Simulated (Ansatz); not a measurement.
# SiH₃ (doublet): one geometry, many settings at distance H1–H2 along a hydrogen transfer = 1.179 Å

Aim: run SiH₃ (doublet) at one geometry under a spread of methods and options, and see what each costs and gives.

Computed with Ansatz 0.2.0, Gaussian basis. Level: the settings change from run to run.

6 further runs of the same task are left out: 1 for a mislabelled method, 3 that didn't finish, 2 set aside as unsound or not needed.

## Step 1: The system

The geometry derives from fragments relaxed apart (PBE0/def2-TZVP) and kept rigid, so it is no stationary point. A hydrogen atom is moved between rigid fragments.

4 atoms, charge 0, spin multiplicity 2.

Atoms are counted from 1 here; the program's logs count them from 0.

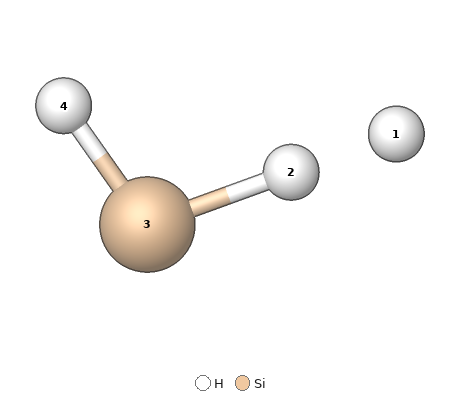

The geometry (hydrogen white, silicon light orange); atoms are numbered from 1 in the order of the file.

As a file:

```xyz
4
H3Si
H    -2.66212    0.04794    0.00000
H    -1.48312    0.04794    0.00000
Si    0.12988    0.04794    0.00000
H     0.52631   -1.43158    0.00000
```

## Step 2: CCSD(T) on UHF/STO-3G

File in.yaml:

```yaml
crystal:
  periodic: [false, false, false]
  atoms:
    - {symbol: H, position_ang: [-2.662123, 0.047936, 0.000000]}
    - {symbol: H, position_ang: [-1.483123, 0.047936, 0.000000]}
    - {symbol: Si, position_ang: [0.129877, 0.047936, 0.000000]}
    - {symbol: H, position_ang: [0.526312, -1.431577, 0.000000]}
basis:
  gaussian: {orbitals: STO-3G, fitting: {mean_field: def2-universal-jkfit}, point_charges: [{charge: 1.00, position_ang: [5.504, -0.419, 0.884]}]}
magnetization: {spin_polarized: true, initial_magnetization: 1}
hamiltonian: {pseudopotentials: {relativity: none}}
correlation: {method: ccsd_t, electrons: all}
```

Started as:

```sh
ansatz run in.yaml --threads 1 --pin off --events-out ev --progress --plain --max-ram 2393MiB
```

Output (excerpt; [...] marks lines left out):

```text
Functional definition: HF
  name "HF"
  cite "Fock, Z. Phys. 61, 126 (1930) doi:10.1007/BF01340294"
  parent pbe
[...]
182 factors; integrals over basis functions are off by at most 7.5e-3 eV
[...]
mean field -7812.62418773 eV, -287.1086433121 hartree, gradient 2.2e-6 eV, S^2 0.973272; 10 other end points of the search recorded, 0 dependent functions left out
determinant -7812.62418773 eV, -287.1086433121 hartree, with singles and doubles -7814.24073401 eV, -287.1680502923 hartree
determinant -7812.62073241 eV, -287.1085163317 hartree, with singles and doubles -7814.23939959 eV, -287.1680012531 hartree
determinant -7812.06693365 eV, -287.0881646026 hartree, with singles and doubles -7813.66097230 eV, -287.1467444423 hartree
determinant -7811.60409396 eV, -287.0711555577 hartree, with singles and doubles -7813.55756391 eV, -287.1429442541 hartree
determinant -7811.26614819 eV, -287.0587362796 hartree, with singles and doubles -7813.87596627 eV, -287.1546453251 hartree
determinant -7811.22018788 eV, -287.0570472695 hartree, with singles and doubles -7813.79357744 eV, -287.1516175915 hartree
determinant -7810.11090941 eV, -287.0162820375 hartree, with singles and doubles -7812.32189110 eV, -287.0975341161 hartree
determinant -7812.62418773 eV, -287.1086433121 hartree, with singles and doubles -7814.26616123 eV, -287.1689847253 hartree
determinant -7812.62073241 eV, -287.1085163317 hartree, with singles and doubles -7814.26618829 eV, -287.1689857199 hartree
determinant -7811.26614819 eV, -287.0587362796 hartree, with singles and doubles -7813.79627145 eV, -287.1517165943 hartree
determinant -7811.22018788 eV, -287.0570472695 hartree, with singles and doubles -7813.79654751 eV, -287.1517267394 hartree
determinant -7812.59891627 eV, -287.1077146034 hartree, with singles and doubles -7814.26665658 eV, -287.1690029290 hartree
determinant -7812.59891627 eV, -287.1077146034 hartree, with singles and doubles -7814.26752648 eV, -287.1690348972 hartree
reference -7812.59891627 eV, -287.1077146034 hartree; 9, 8 occupied and 3, 4 virtual orbitals, 182 factors
second order -0.99451610 eV of doubles, -0.00000000 eV of singles
cycle   1  -1.66861024 eV  change   -4.1e-8 eV  update   2.7e-6
perturbative correction -0.00852129 eV, -0.0003131518 hartree
Total energy: -7814.27604781 eV, -287.1693480505 hartree
```

Wall time 1.1 s (1 thread of Intel Xeon Platinum 8259CL at 2.50GHz, shared host).

From the report: ⟨S²⟩ of the determinant 0.798 (pure doublet: 0.75); correlation -1.6771 eV; T1 0.011; largest double amplitude 0.08.

## Step 3: CCSD(T) on ROHF/6-31G*

File in.yaml:

```yaml
crystal:
  periodic: [false, false, false]
  atoms:
    - {symbol: H, position_ang: [-2.662123, 0.047936, 0.000000]}
    - {symbol: H, position_ang: [-1.483123, 0.047936, 0.000000]}
    - {symbol: Si, position_ang: [0.129877, 0.047936, 0.000000]}
    - {symbol: H, position_ang: [0.526312, -1.431577, 0.000000]}
basis:
  gaussian: {orbitals: "6-31G*"}
magnetization: {spin_polarized: false, initial_magnetization: 1}
correlation: {method: ccsd_t, electrons: outside_noble_gas}
scf: {lower_state_search: light}
output: {forces: true}
```

Launched as before.

Output (excerpt; [...] marks lines left out):

```text
Functional definition: HF
  name "HF"
  cite "Fock, Z. Phys. 61, 126 (1930) doi:10.1007/BF01340294"
  parent pbe
[...]
261 factors; integrals over basis functions are off by at most 9.8e-4 eV
[...]
mean field -7904.12259951 eV, -290.4711479251 hartree, gradient 1.6e-6 eV, S^2 0.750000; 5 other end points of the search recorded, 0 dependent functions left out
[...]
determinant -7904.12259951 eV, -290.4711479251 hartree, with singles and doubles -7906.98668489 eV, -290.5764011216 hartree
determinant -7903.39966430 eV, -290.4445805464 hartree, with singles and doubles -7906.87984892 eV, -290.5724749723 hartree
determinant -7903.39927796 eV, -290.4445663485 hartree, with singles and doubles -7906.87931951 eV, -290.5724555167 hartree
determinant -7903.39904238 eV, -290.4445576912 hartree, with singles and doubles -7906.88326421 eV, -290.5726004818 hartree
[...]
5 core orbitals not correlated: weight in the atoms' cores, before any rotation towards them, 1.000 or more for the frozen orbitals, at most 0.000 for the correlated occupied ones
reference -7904.12259951 eV, -290.4711479251 hartree; 4, 3 occupied and 16, 17 virtual orbitals, 261 factors
second order -1.98033531 eV of doubles, -0.07559271 eV of singles
cycle   1  -2.86505602 eV  change    3.6e-6 eV  update   2.5e-6
[...]
cycle   3  -2.86505510 eV  change   -9.7e-7 eV  update   4.9e-7
perturbative correction -0.06265451 eV, -0.0023025107 hartree
[...]
Total energy: -7907.05030911 eV, -290.5787392687 hartree
Atom 0 at    -2.662123     0.047936     0.000000 Å, force     0.105180    -0.015821     0.000000 eV/Å
Atom 1 at    -1.483123     0.047936     0.000000 Å, force    -0.797474    -0.435913    -0.000000 eV/Å
Atom 2 at     0.129877     0.047936     0.000000 Å, force     1.159417     0.593464     0.000000 eV/Å
Atom 3 at     0.526312    -1.431577     0.000000 Å, force    -0.467122    -0.141730    -0.000000 eV/Å
Dipole moment:     0.089845    -0.116902    -0.000000 e Å
```

Run time: 2.8 s. Hardware: 1 thread of Intel Xeon Platinum 8259CL at 2.50GHz, shared host.

From the report: correlation -2.9277 eV; T1 0.041; largest double amplitude 0.08.

## Step 4: CCSD(T) on ROHF/6-31G

in.yaml, as its differences from that of step 3:

```diff
@@ -8,6 +8,5 @@
 basis:
-  gaussian: {orbitals: "6-31G*"}
+  gaussian: {orbitals: 6-31G}
 magnetization: {spin_polarized: false, initial_magnetization: 1}
-correlation: {method: ccsd_t, electrons: outside_noble_gas}
-scf: {lower_state_search: light}
-output: {forces: true}
+correlation: {method: ccsd_t, electrons: all}
+scf: {lower_state_search: off}
```

Same command.

Output (excerpt; [...] marks lines left out):

```text
Functional definition: HF
  name "HF"
  cite "Fock, Z. Phys. 61, 126 (1930) doi:10.1007/BF01340294"
  parent pbe
[...]
236 factors; integrals over basis functions are off by at most 6.2e-4 eV
[...]
mean field -7903.46192115 eV, -290.4468684432 hartree, gradient 1.2e-6 eV, S^2 0.750000; 0 other end points of the search recorded, 0 dependent functions left out
reference -7903.46192115 eV, -290.4468684432 hartree; 9, 8 occupied and 10, 11 virtual orbitals, 236 factors
second order -1.42607918 eV of doubles, -0.07903620 eV of singles
cycle   1  -1.89191355 eV  change   -3.8e-1 eV  update   6.8e-2
[...]
cycle  11  -2.17681172 eV  change   -1.4e-6 eV  update   1.0e-5
perturbative correction -0.02726934 eV, -0.0010021297 hartree
Total energy: -7905.66600220 eV, -290.5278669279 hartree
Checks for a lower state left out: stability, starts, cluster_reference, orbital_swaps, neighbouring_geometries, increment
```

Wall time 0.51 s (1 thread of Intel Xeon Platinum 8259CL at 2.50GHz, shared host).

From the report: correlation -2.2041 eV; T1 0.026; largest double amplitude 0.08.

## Step 5: HF/6-31G

in.yaml, as its differences from that of step 4:

```diff
@@ -10,3 +10,3 @@
 magnetization: {spin_polarized: false, initial_magnetization: 1}
-correlation: {method: ccsd_t, electrons: all}
-scf: {lower_state_search: off}
+hamiltonian: {xc: hf}
+output: {forces: true, orbitals: {seedname: orbitals}}
```

The command is unchanged.

Output (excerpt; [...] marks lines left out):

```text
Functional definition: HF
  name "HF"
  cite "Fock, Z. Phys. 61, 126 (1930) doi:10.1007/BF01340294"
  parent pbe
[...]
236 factors; integrals over basis functions are off by at most 6.2e-4 eV
[...]
mean field -7903.46192115 eV, -290.4468684432 hartree, gradient 1.2e-5 eV, S^2 0.750000; 1 other end points of the search recorded, 0 dependent functions left out
[...]
reference -7903.46192115 eV, -290.4468684432 hartree; 9, 8 occupied and 10, 11 virtual orbitals, 236 factors
Total energy: -7903.46192115 eV, -290.4468684432 hartree
Atom 0 at    -2.662123     0.047936     0.000000 Å, force    -0.531157     0.017511    -0.000000 eV/Å
Atom 1 at    -1.483123     0.047936     0.000000 Å, force     0.349341    -0.579168     0.000000 eV/Å
Atom 2 at     0.129877     0.047936     0.000000 Å, force     0.709249     0.826425     0.000000 eV/Å
Atom 3 at     0.526312    -1.431577     0.000000 Å, force    -0.527433    -0.264768     0.000000 eV/Å
Dipole moment:     0.016205    -0.176571     0.000000 e Å
```

Run time: 0.42 s. Hardware: 1 thread of Intel Xeon Platinum 8259CL at 2.50GHz, shared host.

## Step 6: BCCD on ROHF/aug-cc-pVDZ

in.yaml, as its differences from that of step 5:

```diff
@@ -8,5 +8,5 @@
 basis:
-  gaussian: {orbitals: 6-31G}
+  gaussian: {orbitals: aug-cc-pVDZ}
 magnetization: {spin_polarized: false, initial_magnetization: 1}
-hamiltonian: {xc: hf}
-output: {forces: true, orbitals: {seedname: orbitals}}
+correlation: {method: bccd, electrons: valence}
+output: {forces: true}
```

The command is unchanged.

Output (excerpt; [...] marks lines left out):

```text
Functional definition: HF
  name "HF"
  cite "Fock, Z. Phys. 61, 126 (1930) doi:10.1007/BF01340294"
  parent pbe
[...]
531 factors; integrals over basis functions are off by at most 1.2e-3 eV
[...]
mean field -7904.73019001 eV, -290.4934764644 hartree, gradient 1.3e-6 eV, S^2 0.750000; 5 other end points of the search recorded, 0 dependent functions left out
[...]
determinant -7904.73019001 eV, -290.4934764644 hartree, with singles and doubles -7908.60412519 eV, -290.6358409562 hartree
determinant -7904.06622489 eV, -290.4690761961 hartree, with singles and doubles -7908.43812027 eV, -290.6297403881 hartree
determinant -7904.73019001 eV, -290.4934764644 hartree, with singles and doubles -7908.59104088 eV, -290.6353601167 hartree
determinant -7904.06622489 eV, -290.4690761961 hartree, with singles and doubles -7908.40923232 eV, -290.6286787756 hartree
5 core orbitals not correlated: weight in the atoms' cores, before any rotation towards them, 1.000 or more for the frozen orbitals, at most 0.000 for the correlated occupied ones
reference -7904.73019001 eV, -290.4934764644 hartree; 4, 3 occupied and 45, 46 virtual orbitals, 531 factors
second order -2.82722239 eV of doubles, -0.08560786 eV of singles
cycle   1  -3.87234508 eV  change   -1.1e-2 eV  update   1.1e-2
[...]
cycle  12  -3.86164884 eV  change   -1.4e-7 eV  update   1.1e-6
[...]
Total energy: -7908.59183886 eV, -290.6353894419 hartree
Atom 0 at    -2.662123     0.047936     0.000000 Å, force     0.445439    -0.027242    -0.000000 eV/Å
Atom 1 at    -1.483123     0.047936     0.000000 Å, force    -1.208851    -0.405548     0.000000 eV/Å
Atom 2 at     0.129877     0.047936     0.000000 Å, force     1.215432     0.587763    -0.000000 eV/Å
Atom 3 at     0.526312    -1.431577     0.000000 Å, force    -0.452021    -0.154973    -0.000000 eV/Å
Dipole moment:     0.169469    -0.061454     0.000000 e Å
```

Run time: 11 s. Hardware: 1 thread of Intel Xeon Platinum 8259CL at 2.50GHz, shared host; peak memory 0.27 GiB.

From the report: correlation -3.8616 eV; largest double amplitude 0.06.

## Step 7: HF/def2-mTZVP

in.yaml, as its differences from that of step 6:

```diff
@@ -8,5 +8,5 @@
 basis:
-  gaussian: {orbitals: aug-cc-pVDZ}
-magnetization: {spin_polarized: false, initial_magnetization: 1}
-correlation: {method: bccd, electrons: valence}
-output: {forces: true}
+  gaussian: {orbitals: def2-mTZVP}
+magnetization: {spin_polarized: true, initial_magnetization: 1}
+hamiltonian: {xc: hf}
+output: {orbitals: {seedname: orbitals}}
```

Launched as before.

Output:

```text
Functional definition: HF
  name "HF"
  cite "Fock, Z. Phys. 61, 126 (1930) doi:10.1007/BF01340294"
  parent pbe
  exchange = exact_x
  correlation = 0
292 factors; integrals over basis functions are off by at most 7.4e-4 eV
mean field evaluation 1: about -7903.8145 eV, gradient 7.0e0 eV
mean field evaluation 2: about -7903.8148 eV, gradient 7.0e0 eV
mean field evaluation 4: about -7904.7061 eV, gradient 1.8e0 eV
mean field evaluation 8: about -7904.8403 eV, gradient 6.2e-2 eV
mean field evaluation 16: about -7904.9443 eV, gradient 2.2e-1 eV
mean field evaluation 32: about -7904.6159 eV, gradient 1.3e0 eV
mean field evaluation 64: about -7904.1565 eV, gradient 1.9e0 eV
mean field evaluation 96: about -7904.8040 eV, gradient 9.1e-1 eV
mean field -7904.94747723 eV, -290.5014616223 hartree, gradient 2.6e-5 eV, S^2 1.178492; 5 other end points of the search recorded, 0 dependent functions left out
reference -7904.94747723 eV, -290.5014616223 hartree; 9, 8 occupied and 22, 23 virtual orbitals, 292 factors
Total energy: -7904.94747723 eV, -290.5014616223 hartree
```

It took 0.6 s on 1 thread of Intel Xeon Platinum 8259CL at 2.50GHz, shared host.

From the report: ⟨S²⟩ of the determinant 1.178 (pure doublet: 0.75).

## Step 8: CISD/cc-pVTZ

in.yaml, as its differences from that of step 7:

```diff
@@ -8,5 +8,4 @@
 basis:
-  gaussian: {orbitals: def2-mTZVP}
-magnetization: {spin_polarized: true, initial_magnetization: 1}
-hamiltonian: {xc: hf}
-output: {orbitals: {seedname: orbitals}}
+  gaussian: {orbitals: cc-pVTZ}
+magnetization: {spin_polarized: false, initial_magnetization: 1}
+correlation: {active_space: {ras: {orbitals: [3, 1, 67], electrons: 7, max_holes: 2, max_particles: 2}, fixed_orbitals: true}}
```

Same command.

Output:

```text
Functional definition: HF
  name "HF"
  cite "Fock, Z. Phys. 61, 126 (1930) doi:10.1007/BF01340294"
  parent pbe
  exchange = exact_x
  correlation = 0
432 factors; integrals over basis functions are off by at most 1.1e-3 eV
mean field evaluation 1: about -7904.1251 eV, gradient 8.4e0 eV
mean field evaluation 2: about -7904.1260 eV, gradient 8.4e0 eV
mean field evaluation 4: about -7904.8538 eV, gradient 1.6e0 eV
mean field evaluation 8: about -7905.0236 eV, gradient 1.6e-1 eV
mean field evaluation 16: about -7904.3314 eV, gradient 5.9e-1 eV
mean field evaluation 32: about -7903.8185 eV, gradient 7.2e0 eV
mean field -7905.02387392 eV, -290.5042691490 hartree, gradient 3.9e-6 eV, S^2 0.750000; 4 other end points of the search recorded, 0 dependent functions left out
reference -7905.02387392 eV, -290.5042691490 hartree; 9, 8 occupied and 67, 68 virtual orbitals, 432 factors
state -7909.04064852 eV, -290.6518828927 hartree
Total energy: -7909.04064852 eV, -290.6518828927 hartree
```

It took 5.5 s on 1 thread of Intel Xeon Platinum 8259CL at 2.50GHz, shared host.

From the report: 60,607 determinants.

## Step 9: CCSD(T)/6-31G

File in.yaml:

```yaml
crystal:
  periodic: [false, false, false]
  atoms:
    - {symbol: H, position_ang: [-2.662123, 0.047936, 0.000000]}
    - {symbol: H, position_ang: [-1.483123, 0.047936, 0.000000]}
    - {symbol: Si, position_ang: [0.129877, 0.047936, 0.000000]}
    - {symbol: H, position_ang: [0.526312, -1.431577, 0.000000]}
basis:
  gaussian: {orbitals: 6-31G}
magnetization: {spin_polarized: true, initial_magnetization: 1}
hamiltonian: {xc: {name: r2SCAN}}
correlation: {method: ccsd_t, electrons: all, diis_vectors: 2}
accuracy: high
```

The command is unchanged.

Output (excerpt; [...] marks lines left out):

```text
Functional definition: r2SCAN
  name "r2SCAN"
  cite "Furness, Kaplan, Ning, Perdew & Sun, J. Phys. Chem. Lett. 11, 8208 (2020) doi:10.1021/acs.jpclett.0c02405"
  cite "Furness, Kaplan, Ning, Perdew & Sun, J. Phys. Chem. Lett. 11, 9248 (2020) doi:10.1021/acs.jpclett.0c03077"
  parent r2scan
[...]
401 factors; integrals over basis functions are off by at most 4.4e-9 eV
[...]
mean field -7919.62081361 eV, -291.0406967884 hartree, gradient 2.2e-8 eV, S^2 1.009635; 11 other end points of the search recorded, 0 dependent functions left out
reference -7903.41733046 eV, -290.4452297658 hartree; 9, 8 occupied and 10, 11 virtual orbitals, 401 factors
second order -1.46116665 eV of doubles, -0.16832427 eV of singles
cycle   1  -1.95390714 eV  change   -3.2e-1 eV  update   5.7e-2
[...]
cycle 145  -2.21885590 eV  change    1.5e-9 eV  update   1.7e-9
perturbative correction -0.03113229 eV, -0.0011440907 hartree
Total energy: -7905.66731866 eV, -290.5279153069 hartree
```

It took 16 s on 1 thread of Intel Xeon Platinum 8259CL at 2.50GHz, shared host.

From the report: ⟨S²⟩ of the determinant 1.010 (pure doublet: 0.75); correlation -2.2500 eV; T1 0.088; largest double amplitude 0.09. The orbitals are Kohn-Sham ones, so correlation energy and T1 don't compare with those on Hartree-Fock orbitals.

## Step 10: All runs side by side

Where basis and cores are those of an earlier UCCSDT(Q)/cc-pVTZ run (-7909.4594 eV), and the state is the same kind, the miss against it is given.

| level | correlated | functions | energy (eV) | from UCCSDT(Q) (meV) | time |
| --- | --- | --- | --- | --- | --- |
| CCSD(T) on UHF/STO-3G (beside a point charge) | all | 12 | -7814.2760 |  | 1.1 s |
| CCSD(T) on ROHF/6-31G* | outside noble gas | 25 | -7907.0503 |  | 2.8 s |
| CCSD(T) on ROHF/6-31G | all | 19 | -7905.6660 |  | 0.51 s |
| HF/6-31G |  | 19 | -7903.4619 |  | 0.42 s |
| BCCD on ROHF/aug-cc-pVDZ | valence | 54 | -7908.5918 |  | 11 s |
| HF/def2-mTZVP |  | 31 | -7904.9475 |  | 0.6 s |
| CISD/cc-pVTZ | outside noble gas | 76 | -7909.0406 | 418.7 | 5.5 s |
| CCSD(T)/6-31G (on r2SCAN orbitals) | all | 19 | -7905.6673 |  | 16 s |

## Step 11: Outcome

```
quantity                                     value
    runs                                         8
quickest                          HF/6-31G, 0.42 s
 slowest  CCSD(T)/6-31G (on r2SCAN orbitals), 16 s
```

Total energies in different bases, with other cores or another treatment of relativity can't be set against each other. CCSD(T)/6-31G (on r2SCAN orbitals) took 38 times as long as HF/6-31G; the jobs differ in more than the method.
